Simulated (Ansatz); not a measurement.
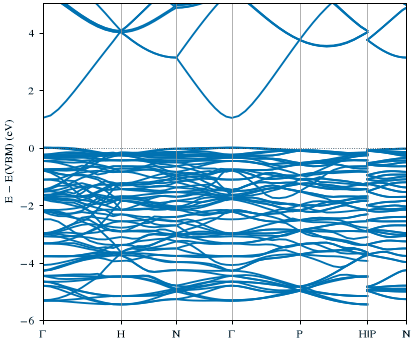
Figure: Band structure from PBEsol in the plane-wave PAW code Ansatz

Q: Read off the gap and where the band edges lie.

A: About 1.0 eV (1.04 eV by a search for the band edges); maximum on the Γ–H line, 17 % of the way from Γ, minimum at Γ.

The material is In2O3 (bixbyite, Ia-3).

The cell was relaxed with PBEsol under the symmetry of its start. Scalar-relativistic: spin–orbit coupling is off unless named, which matters more the heavier the elements.

Potentials: the later of the program's two PAW sets.
